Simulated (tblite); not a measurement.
**Molecular dynamics, with input and output: C₅H₇NOSe (part 1 of 3)**

The run: molecular dynamics of C₅H₇NOSe. Method and program: GFN2-xTB Langevin dynamics, gas phase (tblite 0.8.0).

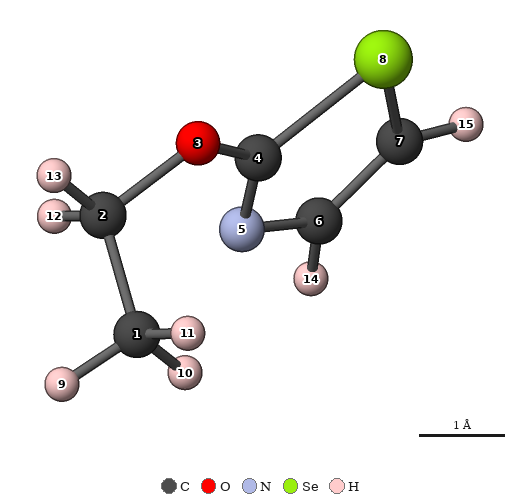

The starting structure (ball-and-stick view, seen at a tilt; atoms are numbered from 1 in the order of the input).

**Input file**
```
{"job": {"kind": "md", "xc": "GFN2-xTB", "basis": "xTB", "temperature": 400, "steps": 2000, "every": 50}, "charge": 0, "multiplicity": 1}
C     -2.085909     0.725839     0.538386
C     -1.714844    -0.701116     0.162967
O     -0.796254    -0.752162    -0.929271
C      0.454820    -0.417898    -0.668960
N      0.949584    -0.048268     0.449873
C      2.285503     0.206291     0.380660
C      2.898061     0.043008    -0.813202
Se     1.683455    -0.520568    -2.124515
H     -2.831230     0.708931     1.328331
H     -1.205738     1.255870     0.893006
H     -2.494680     1.247730    -0.323452
H     -1.269974    -1.214994     1.021315
H     -2.588244    -1.254399    -0.190198
H      2.774308     0.526496     1.284666
H      3.936728     0.203230    -1.031520
```

The first line tells a small driver script what to run in tblite; the rest is the geometry in Å.

Hardware: 1 CPU thread, shared host.

Launched with:
```bash
OMP_NUM_THREADS=1 python <driver script> task.json out
```

**Output**
```
t/fs     T/K      E/eV
    0.0   319.0   -664.73317
   25.0   268.4   -664.39372
   50.0   320.3   -664.33990
   75.0   310.3   -664.36816
  100.0   333.0   -664.23580
  125.0   309.8   -664.27981
  150.0   326.1   -664.19032
  175.0   294.8   -664.23469
  200.0   388.8   -664.13152
  225.0   442.7   -664.12813
  250.0   369.5   -664.11018
  275.0   408.5   -664.24410
  300.0   342.7   -664.03435
  325.0   379.8   -664.15004
  350.0   336.6   -663.97991
  375.0   429.9   -663.94549
  400.0   479.7   -663.93967
  425.0   495.8   -663.93667
  450.0   366.2   -663.96371
  475.0   417.8   -664.01819
  500.0   498.6   -664.27100
  525.0   422.8   -664.02095
  550.0   404.4   -663.97257
  575.0   449.1   -664.03505
  600.0   437.9   -663.81831
  625.0   446.4   -663.89295
  650.0   534.0   -663.92017
  675.0   440.3   -663.86959
  700.0   501.9   -664.06607
  725.0   419.1   -663.74633
  750.0   511.7   -663.64618
  775.0   500.9   -664.12049
  800.0   436.2   -663.97283
  825.0   285.7   -663.88071
  850.0   360.7   -664.17683
  875.0   380.7   -664.39465
  900.0   243.9   -664.06780
  925.0   381.7   -664.11089
  950.0   308.9   -663.98094
  975.0   282.7   -664.05546
 1000.0   416.3   -664.15393
```

**Trajectory as extended XYZ (Å, eV, eV/Å), 41 frames, from step=0 to step=40**
```
15
Properties=species:S:1:pos:R:3:forces:R:3 step=0 time_fs=0.0 energy=-664.73317 temperature=319.0
C    -2.0859    0.7258    0.5384   -0.0037  -0.0057  -0.0051
C    -1.7148   -0.7011    0.1630    0.0019  -0.0025   0.0041
O    -0.7963   -0.7522   -0.9293   -0.0014   0.0024   0.0056
C     0.4548   -0.4179   -0.6690   -0.0008  -0.0017   0.0027
N     0.9496   -0.0483    0.4499    0.0003  -0.0029   0.0016
C     2.2855    0.2063    0.3807   -0.0003  -0.0014  -0.0022
C     2.8981    0.0430   -0.8132    0.0005   0.0014  -0.0017
Se    1.6835   -0.5206   -2.1245   -0.0064   0.0057  -0.0011
H    -2.8312    0.7089    1.3283    0.0026  -0.0006  -0.0007
H    -1.2057    1.2559    0.8930   -0.0046  -0.0053  -0.0065
H    -2.4947    1.2477   -0.3235    0.0060   0.0052  -0.0034
H    -1.2700   -1.2150    1.0213    0.0020   0.0045   0.0062
H    -2.5882   -1.2544   -0.1902    0.0041   0.0037  -0.0003
H     2.7743    0.5265    1.2847   -0.0031  -0.0051   0.0000
H     3.9367    0.2032   -1.0315    0.0029   0.0022   0.0009
15
Properties=species:S:1:pos:R:3:forces:R:3 step=1 time_fs=25.0 energy=-664.39372 temperature=268.4
C    -2.2150    0.6616    0.4942    0.5846   0.0341  -2.5749
C    -1.7157   -0.7253    0.0804   -0.3241   0.5864   0.5734
O    -0.7798   -0.6326   -0.9526    1.2994  -0.0263  -0.2684
C     0.4951   -0.3797   -0.6290   -0.4720   0.0646   0.1422
N     0.9890   -0.0328    0.5101    1.0318   0.1431  -1.0251
C     2.3563    0.2215    0.3910   -0.3579  -0.0287  -0.7632
C     2.9385    0.0887   -0.8332   -0.5771  -0.5503  -0.0416
Se    1.6691   -0.5539   -2.1220    0.4420   0.4361   0.7114
H    -2.9226    0.6287    1.2416   -1.0456  -0.2610   1.9352
H    -1.3062    1.1980    0.7629   -0.4874   0.4557  -0.0575
H    -2.7996    1.0918   -0.3725    1.1318  -0.0366   0.6374
H    -1.2603   -1.2084    0.9355    0.0968  -0.2922   0.3290
H    -2.5006   -1.3201   -0.3399   -0.6311  -0.4834  -0.0976
H     2.9319    0.6140    1.2122   -0.3466  -0.1612   0.2656
H     3.9813    0.1789   -1.1126   -0.3446   0.1197   0.2342
15
Properties=species:S:1:pos:R:3:forces:R:3 step=2 time_fs=50.0 energy=-664.33990 temperature=320.3
C    -2.4221    0.6085    0.4960   -1.3368  -1.1694  -0.0100
C    -1.7563   -0.6908    0.0615   -0.6502  -0.7300  -0.4007
O    -0.7879   -0.5432   -0.9592   -0.0348   0.1518  -0.4053
C     0.4671   -0.3013   -0.6771    0.0131  -0.0222   0.7709
N     0.9663   -0.0043    0.4640    1.3339   0.5212  -0.0862
C     2.3383    0.2330    0.3677   -0.4053  -0.3942  -0.0151
C     2.9303    0.0229   -0.8240    0.6491   0.0375  -1.4413
Se    1.6476   -0.5331   -2.0969    0.3627   0.1193  -0.5624
H    -3.2050    0.3798    1.2485    0.6693   0.0270  -0.1596
H    -1.6648    1.2135    0.9141    0.4844   0.8865   0.3174
H    -2.9795    1.0665   -0.3096    0.3535   0.3097  -0.3206
H    -1.3214   -1.1542    0.9517    0.1153  -0.1679  -0.1427
H    -2.4213   -1.4016   -0.4903   -0.1749   0.4448   0.9120
H     2.9180    0.5007    1.2310   -0.3057   0.1219   0.2589
H     3.9398    0.1838   -1.2951   -1.0736  -0.1361   1.2848
15
Properties=species:S:1:pos:R:3:forces:R:3 step=3 time_fs=75.0 energy=-664.36816 temperature=310.3
C    -2.5585    0.5167    0.5182   -1.9531  -1.6850  -0.3210
C    -1.8129   -0.7490    0.0710   -0.0088  -0.4055  -0.3434
O    -0.9102   -0.4360   -1.0024    1.0246   0.2962   0.8616
C     0.3523   -0.1722   -0.6671    0.8618  -0.2442   0.0410
N     0.9258    0.1068    0.4621   -0.9674  -0.4465  -0.7990
C     2.2798    0.1305    0.3952    0.1355   0.3806  -0.0424
C     2.9129   -0.0389   -0.7816   -0.6599  -0.5430  -0.6080
Se    1.6233   -0.4940   -2.1055    0.1163   0.3692   0.2254
H    -3.4831    0.1895    1.1101    1.4487   0.5440  -0.4031
H    -1.8777    1.1045    1.0718    0.2502   0.7475   0.5409
H    -2.9784    1.0349   -0.3579    0.4854  -0.0510   0.3042
H    -1.2310   -1.2180    0.9244   -0.7102   0.4193  -0.8803
H    -2.4636   -1.4889   -0.4644    0.1435   0.4342   0.8798
H     2.8315    0.3555    1.2786   -0.0098   0.1480   0.5361
H     3.9717   -0.0482   -0.9710   -0.1567   0.0364   0.0082
15
Properties=species:S:1:pos:R:3:forces:R:3 step=4 time_fs=100.0 energy=-664.23580 temperature=333.0
C    -2.6608    0.5478    0.5548    0.9820  -0.3783   0.2526
C    -1.8620   -0.6798    0.0578    1.3435   0.0062   0.6694
O    -0.9079   -0.3398   -0.9817   -0.6570  -0.1468   0.0871
C     0.3560   -0.1715   -0.6987    0.5328   0.5363   0.5440
N     0.8879    0.1559    0.4266   -3.7437  -0.4946   0.4162
C     2.1816    0.0989    0.4709    2.3942   0.4560   0.6866
C     2.8039   -0.1507   -0.6871    1.1893  -0.1919  -0.7696
Se    1.6229   -0.4274   -2.1122    0.1161  -0.1207   0.2740
H    -3.3884    0.0880    1.2057   -0.3186   0.3730   0.3712
H    -2.0451    1.3292    1.1161   -0.7190  -1.2685  -0.8963
H    -3.1636    0.9830   -0.3000    0.0373   0.2598   0.0533
H    -1.3111   -1.2228    0.9226   -0.6916   0.9459  -1.1772
H    -2.4787   -1.4153   -0.4686   -0.3148   0.2045   0.2973
H     2.7196    0.3176    1.4005   -0.4095  -0.1245  -0.4100
H     3.8696   -0.1938   -0.7557    0.2589  -0.0566  -0.3987
15
Properties=species:S:1:pos:R:3:forces:R:3 step=5 time_fs=125.0 energy=-664.27981 temperature=309.8
C    -2.7068    0.5023    0.6280    0.2985   0.7865  -1.4945
C    -1.8366   -0.5931    0.0879    1.4658  -0.9324   0.1231
O    -0.9822   -0.2262   -1.0436   -1.1767  -0.0605   0.8136
C     0.2596   -0.0943   -0.7155    2.3442   0.0583   0.9896
N     0.7963    0.0516    0.4742   -2.8876   0.1972  -1.5887
C     2.1089    0.0731    0.4872    1.5774  -0.3199   0.4852
C     2.7984   -0.1679   -0.6487    0.3981  -0.2148  -0.5703
Se    1.5939   -0.3754   -2.0947   -0.0727   0.1338   0.3996
H    -3.1732    0.1160    1.4775   -0.4953  -0.2665   1.5664
H    -2.0778    1.3820    0.8224   -0.3720  -0.3127   0.1656
H    -3.5212    0.7838   -0.0487    0.3642   0.0148  -0.1738
H    -1.1583   -0.9843    0.9085   -0.4555   0.6474  -0.6504
H    -2.3224   -1.4863   -0.2771   -0.8426  -0.0790  -0.1858
H     2.5089    0.2236    1.4746    0.4429   0.0124  -0.0148
H     3.8696   -0.3269   -0.7922   -0.5887   0.3354   0.1352
15
Properties=species:S:1:pos:R:3:forces:R:3 step=6 time_fs=150.0 energy=-664.19032 temperature=326.1
C    -2.7230    0.4300    0.6163   -0.6293   0.8773   0.2838
C    -1.8480   -0.6595    0.0957   -1.0589  -1.1810  -1.9585
O    -1.0510   -0.1869   -1.0138    0.2934   0.0511   0.5956
C     0.2274   -0.0461   -0.7215    0.7320  -0.6841   0.8863
N     0.7398   -0.0033    0.4730   -1.6733   0.1637  -0.3034
C     2.0609   -0.0369    0.5127    1.4908   0.9025  -0.3207
C     2.7388   -0.0875   -0.6727   -0.1306  -0.3182   0.2687
Se    1.5401   -0.3740   -2.0388   -0.2496   0.2951  -1.1457
H    -3.1811    0.2520    1.6043    0.5567  -0.0681  -0.4525
H    -2.0824    1.3040    0.6223   -0.0573   0.3433   0.5225
H    -3.5500    0.6820   -0.0670    0.3326  -0.3528   0.0808
H    -1.2723   -1.2388    0.7763    0.8504   0.3022   1.0109
H    -2.4204   -1.4458   -0.4161   -0.6039   0.0089  -0.0042
H     2.5420    0.2257    1.4346    0.0428  -0.2447   0.2874
H     3.7866   -0.0241   -0.8868    0.1042  -0.0953   0.2490
15
Properties=species:S:1:pos:R:3:forces:R:3 step=7 time_fs=175.0 energy=-664.23469 temperature=294.8
C    -2.7586    0.4513    0.5278   -0.3126   1.2366   1.6470
C    -1.9416   -0.7184    0.0248   -0.9821  -0.0677   0.5226
O    -1.0392   -0.2780   -0.9384    1.9189  -0.2714  -0.2205
C     0.2703   -0.2249   -0.5647   -1.1555   0.4729  -0.9147
N     0.7621    0.0205    0.5817    0.0061   0.0939   0.4582
C     2.1148    0.1388    0.5795    0.7538  -1.1891  -1.7168
C     2.7430   -0.0768   -0.6337   -0.7736   0.1536   0.5604
Se    1.4996   -0.3657   -2.0229    0.2634   0.1166   0.5505
H    -3.3271    0.2513    1.4998    0.9053  -0.0074  -1.2876
H    -2.0225    1.2733    0.7346   -0.6275  -0.6574   0.0497
H    -3.4857    0.8893   -0.1583    0.1953  -0.4882  -0.2285
H    -1.4428   -1.2091    0.8350    0.7317   0.0734   0.8780
H    -2.5255   -1.5337   -0.3804   -0.6371  -0.0284  -0.7253
H     2.7243    0.1216    1.4584   -0.3664   0.4128   0.4560
H     3.7996   -0.1222   -0.8021    0.0802   0.1499  -0.0292
15
Properties=species:S:1:pos:R:3:forces:R:3 step=8 time_fs=200.0 energy=-664.13152 temperature=388.8
C    -2.8147    0.5155    0.4052    0.2826  -0.7121  -0.5618
C    -2.0711   -0.7634   -0.0294    0.3446  -0.5881   0.7268
O    -0.9660   -0.5597   -0.9411    0.3493   0.5857   1.1522
C     0.2832   -0.1851   -0.5169   -2.6175  -1.4942  -2.0158
N     0.7298    0.0077    0.6329    0.6678   0.2675   1.1665
C     2.0851    0.1136    0.6042    1.5277   1.0260  -0.2535
C     2.7449   -0.0432   -0.5742   -0.3992   0.1820  -0.8784
Se    1.4723   -0.3615   -1.9939    0.8580   0.1455   0.7960
H    -3.5774    0.2700    1.1229   -0.0186  -0.1043   0.3850
H    -2.2077    1.3309    0.7297    0.7238   0.0750   0.6260
H    -3.3061    0.8975   -0.4585   -0.5560   0.2572  -0.8282
H    -1.7683   -1.4272    0.8509    0.0580   1.0752  -0.8219
H    -2.7840   -1.3804   -0.5983    0.2469   0.1746  -0.0979
H     2.6863    0.5675    1.3989   -0.7476  -0.6287   0.2535
H     3.7999    0.1368   -0.8145   -0.7197  -0.2614   0.3515
15
Properties=species:S:1:pos:R:3:forces:R:3 step=9 time_fs=225.0 energy=-664.12813 temperature=442.7
C    -2.7611    0.5288    0.1260    1.4787   0.6122  -1.4913
C    -2.1181   -0.8243   -0.0777    1.4991  -0.3597   2.0529
O    -0.9690   -0.7589   -0.9604   -1.2719  -0.0406   0.6585
C     0.1847   -0.3577   -0.5037    0.7834   0.1630  -1.7445
N     0.6864    0.0760    0.5532    0.1513  -0.0784   2.2752
C     2.0618    0.2143    0.5524   -0.6882  -0.0840   0.7305
C     2.6651    0.0409   -0.6215    1.6162  -0.0728  -0.5642
Se    1.4839   -0.3791   -1.9328   -0.5024  -0.5502  -1.6631
H    -3.6404    0.5228    0.6708   -1.8862  -0.4539   0.5540
H    -2.1159    1.1488    0.7019    0.9504   0.4267   0.5896
H    -2.8423    1.0799   -0.8228   -0.4415  -0.4700   0.0996
H    -1.7182   -1.1809    0.9688   -0.6142   0.4003  -1.5714
H    -2.7674   -1.6004   -0.4547   -0.1799  -0.0004  -0.3685
H     2.6072    0.3216    1.4760   -0.4057   0.3090   0.0788
H     3.7318    0.0282   -0.8596   -0.4892   0.1988   0.3638
15
Properties=species:S:1:pos:R:3:forces:R:3 step=10 time_fs=250.0 energy=-664.11018 temperature=369.5
C    -2.7169    0.4997   -0.1656   -1.3532   1.8150   2.1241
C    -2.1485   -0.8471   -0.0389    1.9324  -0.5796   1.7429
O    -0.9611   -0.8696   -0.8414   -3.1272  -1.8937  -1.6984
C     0.1329   -0.3959   -0.5142    3.5537   1.0520   0.2288
N     0.6105    0.0120    0.5704   -0.1887   0.5489   1.7166
C     1.9416    0.3302    0.5866   -0.8806  -0.3651  -0.0895
C     2.6493    0.0966   -0.5239   -0.2904   0.3094  -0.4835
Se    1.4604   -0.4138   -1.9345    0.8225  -0.1663  -0.1412
H    -3.7381    0.5023    0.3307    0.8347   0.0821  -1.1253
H    -2.1635    1.2594    0.4537   -0.1245  -0.6713  -0.8254
H    -2.6890    0.7629   -1.2127   -0.4826   0.3407  -0.0140
H    -1.8487   -1.1463    1.0271   -0.5035   0.3906  -1.1504
H    -2.7765   -1.5789   -0.4814   -0.5738  -0.8169  -0.2978
H     2.3065    0.7180    1.5033    0.3114   0.0874   0.4941
H     3.6939    0.3272   -0.5782    0.0697  -0.1332  -0.4809
15
Properties=species:S:1:pos:R:3:forces:R:3 step=11 time_fs=275.0 energy=-664.24410 temperature=408.5
C    -2.7830    0.5291   -0.2590   -0.8606   1.7782   1.5119
C    -2.1114   -0.7573    0.0017    0.5899  -2.0701  -1.1260
O    -0.9625   -1.0070   -0.8995   -1.2427   0.5615   0.7982
C     0.1638   -0.4623   -0.4902    0.1192  -0.2116  -0.5195
N     0.5282    0.0105    0.6396   -0.4554  -0.5619  -0.3113
C     1.8507    0.3308    0.6638    0.1058   0.5670  -0.1362
C     2.4943    0.2292   -0.5344    0.6178  -0.0049   0.8128
Se    1.4615   -0.4907   -1.9167    0.0635   0.2507   0.7283
H    -3.7605    0.4485    0.3155    0.7220   0.2745  -1.3059
H    -2.3010    1.4206    0.2306    0.0157  -0.8606  -0.6367
H    -2.8354    0.6985   -1.3339   -0.5432   0.0618   0.2893
H    -1.6513   -0.8601    0.9676   -0.3547  -0.0482   0.7497
H    -2.8747   -1.5696   -0.2330    1.1914   0.5365   0.3259
H     2.2275    0.7254    1.6316   -0.1383  -0.3866  -1.0778
H     3.5433    0.4042   -0.6609    0.1696   0.1135  -0.1027
15
Properties=species:S:1:pos:R:3:forces:R:3 step=12 time_fs=300.0 energy=-664.03435 temperature=342.7
C    -2.7941    0.6292   -0.3449    2.2996  -2.4233  -0.3681
C    -2.1553   -0.7551    0.0468   -1.0539  -0.2497  -2.4413
O    -1.0499   -0.9935   -0.8738    0.4154  -0.1387  -0.4404
C     0.1952   -0.5473   -0.5389   -2.6765  -0.7665  -0.1181
N     0.5077   -0.1164    0.6097    1.9540   0.7887   0.4130
C     1.8456    0.2952    0.6099   -1.1277  -0.2871  -0.3231
C     2.5430    0.2500   -0.5614   -0.2635  -0.2881   1.1499
Se    1.4818   -0.5578   -1.8461    0.3757  -0.0903  -1.4096
H    -3.5480    0.8617    0.2970   -2.2866   0.4550   1.3449
H    -2.0096    1.3071   -0.1826    1.0613   1.2221   0.1450
H    -3.0163    0.6391   -1.3823   -0.6105  -0.0874  -0.6871
H    -1.6301   -0.6905    0.9391    0.0795  -0.0253   2.2133
H    -2.9242   -1.6399   -0.0438    1.5878   1.5039   0.1150
H     2.1718    0.6231    1.5609    0.4711   0.3677   0.4523
H     3.5900    0.4768   -0.6849   -0.2259   0.0189  -0.0458
```
